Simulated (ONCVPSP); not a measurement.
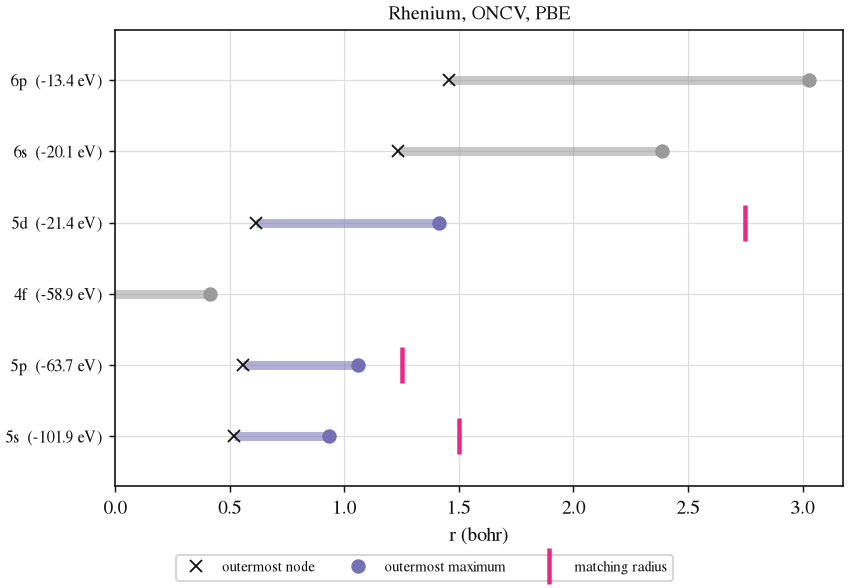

*Outer shells of the all-electron reference atom: each bar runs from the outermost node (or the nucleus) to the outermost maximum of u(r); the tick is the radius chosen for the pseudo-wave. Shells without a tick have no pseudo-wave of their own. Levels, nodes and maxima are from ld1.x, scalar-relativistic.*

- Radii against the shells: 5s: 1.50 bohr, outside the maximum; 5p: 1.25 bohr, outside the maximum; 5d: 2.75 bohr, outside the maximum.

Pseudopotential generation, with input and output: Re

System: rhenium (Re, Z = 75), core [Kr] 4d10 4f14, reference valence 5s2 5p6 5d5 (an ion of charge +2), valence charge 15.
Method: ONCV potential, PBE, scalar-relativistic, made with ONCVPSP 4.0.1.

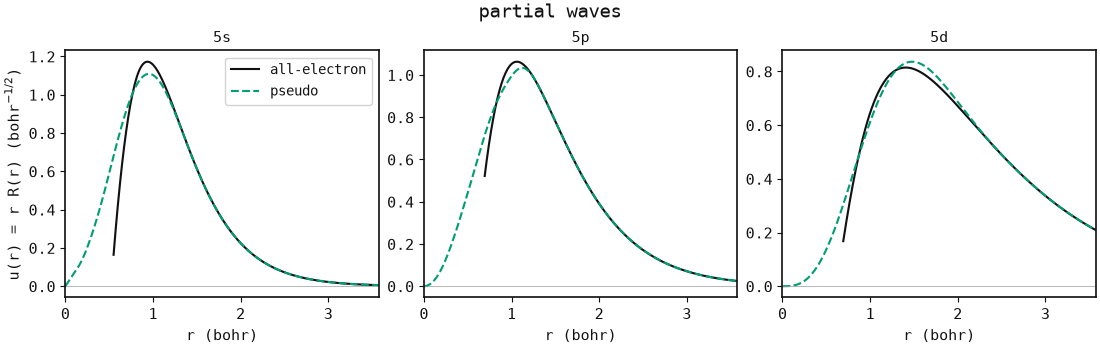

*Partial waves u(r) = r R(r), all-electron (solid) and pseudo (dashed). The innermost oscillations of some all-electron curves aren't drawn. Reference configuration 5s2 5p6 5d5.*

- Matching radii: 5s at 1.50 bohr; 5p at 1.25 bohr; 5d at 2.75 bohr. The curves merge smoothly, so the plot gives these only roughly.
- Nodes of the pseudo-waves: 5s has no node; 5p has no node; 5d has no node.

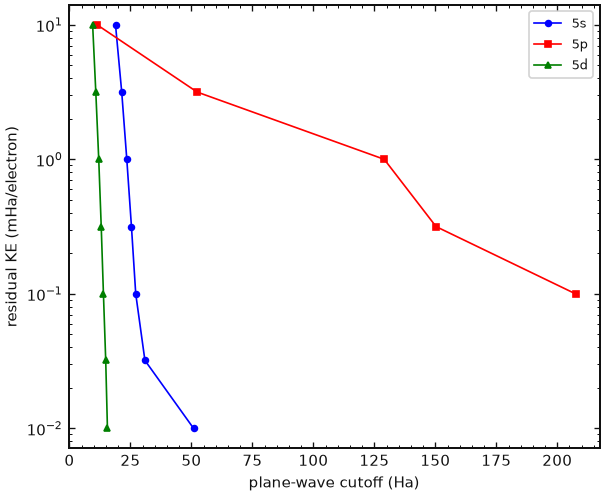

*Residual kinetic energy of the pseudo-waves (the first of each channel, and further valence shells) beyond the plane-wave cutoff, as the generator prints it.*

- Hardest wave at 1 mHa per electron: 5p, with rc = 1.25 bohr and qcut = 5.3 1/bohr. The optimisation minimises, but can't always remove, the kinetic energy above qcut²/2 = 14.0 Ha, and a larger rc would as a rule soften the wave at some cost in transferability.
- Cutoffs for 1 mHa per electron: 5p: 129 Ha; 5s: 24 Ha; 5d: 12 Ha.
- Cutoffs for the occupied states: 129 Ha for 1 mHa and 207 Ha for 0.1 mHa per electron. The first is set by 5p.

These pictures come from the run below.

The input:
```
# ATOM AND REFERENCE CONFIGURATION
# atsym  z   nc   nv     iexc    psfile
  Re 75.00   10    3        4      upf
#
#   n    l    f
    1    0    2.00
    2    0    2.00
    2    1    6.00
    3    0    2.00
    3    1    6.00
    3    2   10.00
    4    0    2.00
    4    1    6.00
    4    2   10.00
    4    3   14.00
    5    0    2.00
    5    1    6.00
    5    2    5.00
#
# PSEUDOPOTENTIAL AND OPTIMIZATION
# lmax
    2
#
#   l,   rc,      ep,       ncon, nbas, qcut
    0    1.50    0.00    4    7    7.60
    1    1.25    0.00    3    8    5.30
    2    2.75    0.00    4    8    6.00
#
# LOCAL POTENTIAL
# lloc, lpopt,  rc(5),   dvloc0
    4    2    0.80   -1.00
#
# VANDERBILT-KLEINMAN-BYLANDER PROJECTORs
# l, nproj, debl
    0    3    3.60
    1    3    3.40
    2    2    1.90
#
# MODEL CORE CHARGE
# icmod, fcfact, rcfact
    3    5.50    1.50
#
# LOG DERIVATIVE ANALYSIS
# epsh1, epsh2, depsh
   -5.00    5.00    0.04
#
# OUTPUT GRID
# rlmax, drl
    6.00    0.01
#
# TEST CONFIGURATIONS
# ncnf
    4
# nvcnf
#   n    l    f
    4
    5    0    2.00
    5    1    6.00
    5    2    5.00
    6    0    2.00
#
    4
    5    0    2.00
    5    1    6.00
    5    2    5.00
    6    0    1.00
#
    3
    5    0    2.00
    5    1    6.00
    5    2    4.00
#
    4
    5    0    2.00
    5    1    6.00
    5    2    5.00
    6    0    1.50
#
```

Launched with:
```bash
oncvpsp.x < Re.dat > Re.out
```

The program's output (extracts):
```
ONCVPSP  (Optimized Norm-Conservinng Vanderbilt PSeudopotential)
scalar-relativistic version 4.0.1

#   n    l    f        energy (Ha)
    1    0    2.00    -2.6343542E+03
    2    0    2.00    -4.5724468E+02
    2    1    6.00    -3.9905985E+02
    3    0    2.00    -1.0633033E+02
    3    1    6.00    -8.9176580E+01
    3    2   10.00    -6.9746201E+01
    4    0    2.00    -2.2673708E+01
    4    1    6.00    -1.7048294E+01
    4    2   10.00    -9.9940579E+00
    4    3   14.00    -2.1653613E+00
    5    0    2.00    -3.7436465E+00
    5    1    6.00    -2.3393557E+00
    5    2    5.00    -7.8703669E-01

Reference configufation results
  iterations    27
  all-electron total energy (Ha)   -1.66912875D+04

Begin loop to  construct optimized pseudo wave functions
and semi-local pseudopoentials for all angular momenta

WARNING wellstate: negative energy specified for n= 6 l=  0
WARNING scattering state with energy  0.25000000
WARNING will be used for the first projector

   Wellstate for l =  0  n =  7
     eigenvalue =   0.2500
     asymptotic potential =   0.7500
     half-point radius =  3.5918

   Wellstate for l =  0  n =  8
     eigenvalue =   3.8500
     asymptotic potential =   4.3500
     half-point radius =  2.7039

Calculating optimized projector #   1

 for l=   0

    Fraction of norm inside rc  0.907984
    Optimizing pswf for qcut=   7.61 a_B^-1,  ecut=  28.97 Ha
    Residual kinetic energy error=  3.62D-05 Ha

    Energy error per electron        Cutoff
         Ha          eV             Ha
         0.01000     0.27211       18.89
         0.00100     0.02721       23.52
         0.00010     0.00272       27.18
         0.00001     0.00027       50.89

Calculating optimized projector #   2

 for l=   0

    Fraction of norm inside rc  0.039397
    Optimizing pswf for qcut=   7.61 a_B^-1,  ecut=  28.97 Ha
    Residual kinetic energy error=  3.48D-05 Ha

    Energy error per electron        Cutoff
         Ha          eV             Ha
         0.01000     0.27211       15.88
         0.00100     0.02721       22.18
         0.00010     0.00272       26.86
         0.00001     0.00027       41.66

Calculating optimized projector #   3

 for l=   0

    Fraction of norm inside rc  0.050640
    Optimizing pswf for qcut=   7.61 a_B^-1,  ecut=  28.97 Ha
    Residual kinetic energy error=  2.61D-04 Ha

    Energy error per electron        Cutoff
         Ha          eV             Ha
         0.01000     0.27211       19.47
         0.00100     0.02721       25.76
         0.00010     0.00272       32.66
         0.00001     0.00027       65.55

   Wellstate for l =  1  n =  7
     eigenvalue =   1.0606
     asymptotic potential =   1.5606
     half-point radius =  3.0720

   Wellstate for l =  1  n =  8
     eigenvalue =   4.4606
     asymptotic potential =   4.9606
     half-point radius =  2.6859

Calculating optimized projector #   1

 for l=   1

    Fraction of norm inside rc  0.587607
    Optimizing pswf for qcut=   5.28 a_B^-1,  ecut=  13.96 Ha
    Residual kinetic energy error=  9.20D-03 Ha

    Energy error per electron        Cutoff
         Ha          eV             Ha
         0.01000     0.27211       11.35
         0.00100     0.02721      129.06
         0.00010     0.00272      207.47

Calculating optimized projector #   2

 for l=   1

    Fraction of norm inside rc  0.038184
    Optimizing pswf for qcut=   5.28 a_B^-1,  ecut=  13.96 Ha
    Residual kinetic energy error=  2.64D-03 Ha

    Energy error per electron        Cutoff
         Ha          eV             Ha
         0.01000     0.27211        8.44
         0.00100     0.02721       20.39
         0.00010     0.00272       68.24
         0.00001     0.00027      188.29

Calculating optimized projector #   3

 for l=   1

    Fraction of norm inside rc  0.028618
    Optimizing pswf for qcut=   5.28 a_B^-1,  ecut=  13.96 Ha
    Residual kinetic energy error=  9.56D-03 Ha

    Energy error per electron        Cutoff
         Ha          eV             Ha
         0.01000     0.27211       12.52
         0.00100     0.02721       34.28
         0.00010     0.00272      101.08
         0.00001     0.00027      213.24

   Wellstate for l =  2  n =  8
     eigenvalue =   1.1130
     asymptotic potential =   1.6130
     half-point radius =  5.9707

Calculating optimized projector #   1

 for l=   2

    Fraction of norm inside rc  0.900461
    Optimizing pswf for qcut=   6.00 a_B^-1,  ecut=  17.98 Ha
    Residual kinetic energy error=  1.40D-07 Ha

    Energy error per electron        Cutoff
         Ha          eV             Ha
         0.01000     0.27211        9.52
         0.00100     0.02721       12.02
         0.00010     0.00272       13.94
         0.00001     0.00027       15.58

Calculating optimized projector #   2

 for l=   2

    Fraction of norm inside rc  0.147830
    Optimizing pswf for qcut=   6.00 a_B^-1,  ecut=  17.98 Ha
    Residual kinetic energy error=  1.42D-06 Ha

    Energy error per electron        Cutoff
         Ha          eV             Ha
         0.01000     0.27211        9.69
         0.00100     0.02721       12.61
         0.00010     0.00272       14.85
         0.00001     0.00027       16.55

Construct Vanderbilt / Kleinmman-Bylander projectors

B matrix Hermiticity error, ll=   0
   1   2   -5.1805E-04
   1   3    9.6234E-04
   2   3    1.5783E-04

  Orthonormal projector coefficients  2.5337E+01  6.2193E+00  8.7126E-01

B matrix Hermiticity error, ll=   1
   1   2   -4.3324E-04
   1   3    8.5398E-04
   2   3    1.5317E-04

  Orthonormal projector coefficients  2.7261E+01  1.2529E+01  4.0393E+00

B matrix Hermiticity error, ll=   2
   1   2    1.2019E-04

  Orthonormal projector coefficients  7.1166E+00 -8.2937E-01

Model core correction analysis
  based on d2Exc/dn_idn_j

d2excae - all-electron derivatives

   -2.883836D-02   -2.502776D-02   -1.246271D-02
   -2.502779D-02   -2.498184D-02   -1.649400D-02
   -1.246262D-02   -1.649383D-02   -2.122013D-02

d2excps - pseudofunction derivatives with no core correction

   -4.603358D-02   -3.586213D-02   -1.434831D-02
   -3.586341D-02   -3.165159D-02   -1.785350D-02
   -1.434868D-02   -1.785333D-02   -2.287991D-02

rms 2nd derivative error    8.086474E-03

rmatch, rhocmatch    0.9177   11.0935

Teter function model core charge with specified parameters

d2excps - pseudofunction derivatives with core correction

   -2.483622D-02   -2.127857D-02   -1.055887D-02
   -2.127859D-02   -2.105024D-02   -1.458921D-02
   -1.055872D-02   -1.458900D-02   -2.117392D-02

rms 2nd derivative error    2.869296E-03

Pseudoatom total energy  -78.634037

Diagnostic tests using Vanderbilt-Kleinman-Bylander pseudopotentials
  1 or more projectors used as specified by nproj input data

   l    rcore       rmatch      e in        delta e   norm test  slope test

   0   1.5078113   1.5535918  -3.7436465   0.0000028   1.0002449   1.0002448
   0   1.5078113   1.5535918   0.2500000   0.0000510   1.0004427   1.0004427
   0   1.5078113   1.5535918   3.8500000   0.0001349   1.0005304   1.0005304

   1   1.2525919   1.2906233  -2.3393557   0.0003886   1.0002039   1.0006738
   1   1.2525919   1.2906233   1.0606443   0.0001246   1.0006790   1.0006790
   1   1.2525919   1.2906233   4.4606443   0.0000701   1.0006617   1.0006617

   2   2.7589451   2.8427126  -0.7870367  -0.0000009   1.0000656   1.0000708
   2   2.7589451   2.8427126   1.1129633   0.0000106   1.0000870   1.0000870

 Testing for bound ghosts
   n   l    E NL Schr. Eq   E Basis Diag.   E Cutoff

   1   0       -3.743644       -3.743632    116.11

   2   1       -2.338967       -2.338731    251.51

   3   2       -0.787038       -0.786967     45.43

 Testing for highly-localized positive-energy ghosts
       l    <radius>/rc     E Basis Diag.   E Cutoff

       0        0.220989        7.839210    116.11  WARNING - GHOST(+)

       1        0.983769       18.152365    251.51  WARNING - GHOST(+)

Test configuration 0

   n   l     f        eae           eps        diff
   1   0  2.0000-2634.35423161
   2   0  2.0000 -457.24468089
   2   1  6.0000 -399.05984850
   3   0  2.0000 -106.33033121
   3   1  6.0000  -89.17658001
   3   2 10.0000  -69.74620089
   4   0  2.0000  -22.67370831
   4   1  6.0000  -17.04829363
   4   2 10.0000   -9.99405792
   4   3 14.0000   -2.16536127
   5   0  2.0000   -3.74364655   -3.74364374    2.80D-06
   5   1  6.0000   -2.33935568   -2.33896710    3.89D-04
   5   2  5.0000   -0.78703669   -0.78703757   -8.79D-07

    Total energies and differences
      AE_ref= -1.66912875D+04  AE_tst= -1.66912875D+04  dif=  0.00D+00
      PS_ref= -7.86340371D+01  PS_tst= -7.86340371D+01  dif=  9.95D-14
      PSP excitation error= -9.95D-14

Test configuration 1

   n   l     f        eae           eps        diff
   1   0  2.0000-2633.73871380
   2   0  2.0000 -456.63410350
   2   1  6.0000 -398.44912426
   3   0  2.0000 -105.71941967
   3   1  6.0000  -88.56565872
   3   2 10.0000  -69.13558594
   4   0  2.0000  -22.06253706
   4   1  6.0000  -16.43721694
   4   2 10.0000   -9.38327472
   4   3 14.0000   -1.55480569
   5   0  2.0000   -3.13294052   -3.13007754    2.86D-03
   5   1  6.0000   -1.72761312   -1.72585227    1.76D-03
   5   2  5.0000   -0.19723111   -0.19709582    1.35D-04
   6   0  2.0000   -0.21841899   -0.21830208    1.17D-04

    Total energies and differences
      AE_ref= -1.66912875D+04  AE_tst= -1.66922272D+04  dif= -9.40D-01
      PS_ref= -7.86340371D+01  PS_tst= -7.95737475D+01  dif= -9.40D-01
      PSP excitation error=  6.14D-06

Test configuration 2

   n   l     f        eae           eps        diff
   1   0  2.0000-2634.02579288
   2   0  2.0000 -456.91906887
   2   1  6.0000 -398.73414772
   3   0  2.0000 -106.00467843
   3   1  6.0000  -88.85092106
   3   2 10.0000  -69.42069518
   4   0  2.0000  -22.34795228
   4   1  6.0000  -16.72259074
   4   2 10.0000   -9.66852308
   4   3 14.0000   -1.84001823
   5   0  2.0000   -3.41860063   -3.41677884    1.82D-03
   5   1  6.0000   -2.01427839   -2.01292782    1.35D-03
   5   2  5.0000   -0.47561849   -0.47546238    1.56D-04
   6   0  1.0000   -0.46610948   -0.46590489    2.05D-04

    Total energies and differences
      AE_ref= -1.66912875D+04  AE_tst= -1.66918873D+04  dif= -6.00D-01
      PS_ref= -7.86340371D+01  PS_tst= -7.92339249D+01  dif= -6.00D-01
      PSP excitation error=  5.55D-05

Test configuration 3

   n   l     f        eae           eps        diff
   1   0  2.0000-2634.84724802
   2   0  2.0000 -457.73953200
   2   1  6.0000 -399.55472357
   3   0  2.0000 -106.82248097
   3   1  6.0000  -89.66873644
   3   2 10.0000  -70.23884887
   4   0  2.0000  -23.16502723
   4   1  6.0000  -17.53966736
   4   2 10.0000  -10.48553532
   4   3 14.0000   -2.65582947
   5   0  2.0000   -4.22725511   -4.22629745    9.58D-04
   5   1  6.0000   -2.81277826   -2.81200722    7.71D-04
   5   2  4.0000   -1.21493443   -1.21357287    1.36D-03

    Total energies and differences
      AE_ref= -1.66912875D+04  AE_tst= -1.66902905D+04  dif=  9.97D-01
      PS_ref= -7.86340371D+01  PS_tst= -7.76374978D+01  dif=  9.97D-01
      PSP excitation error=  4.23D-04

Test configuration 4

   n   l     f        eae           eps        diff
   1   0  2.0000-2633.87658034
   2   0  2.0000 -456.77100236
   2   1  6.0000 -398.58604850
   3   0  2.0000 -105.85649097
   3   1  6.0000  -88.70273151
   3   2 10.0000  -69.27258305
   4   0  2.0000  -22.19969214
   4   1  6.0000  -16.57435295
   4   2 10.0000   -9.52035351
   4   3 14.0000   -1.69188373
   5   0  2.0000   -3.27031948   -3.26789675    2.42D-03
   5   1  6.0000   -1.86558699   -1.86397861    1.61D-03
   5   2  5.0000   -0.33176285   -0.33160509    1.58D-04
   6   0  1.5000   -0.33886747   -0.33868768    1.80D-04

    Total energies and differences
      AE_ref= -1.66912875D+04  AE_tst= -1.66920882D+04  dif= -8.01D-01
      PS_ref= -7.86340371D+01  PS_tst= -7.94348127D+01  dif= -8.01D-01
      PSP excitation error=  2.87D-05
```

Summary:

- outcome: generated
- cutoffs needed: 129 Ha and 207 Ha (the cutoffs at which the residual kinetic energy of the hardest occupied pseudo-wave falls to 1 and 0.1 mHa per electron)
- ghost test: no bound ghost flagged; GHOST(+) flagged for s at 213.3 eV (flags above 300 eV left out)
- largest excitation error: +12 meV (all-electron minus pseudo) for 5s2 5p6 5d4, out of 4 test configurations
- rms error of d²Exc/dni dnj: 8.09 mHa without and 2.87 mHa with the model core
- range over which the phases arctan(r R′/R) at the test radius agree within 0.05 rad (a looser test near the poles than one of phase shifts): s: over the whole range computed; p: over the whole range computed; d: up to about 3.5 Ha; f: not judged, local potential alone
- hardware: 1 CPU thread, shared host
- wall time: 4.1 s

Remarks:

Warnings of the program, in the generation or the tests: wellstate: negative energy specified for n= 6 l= 0.
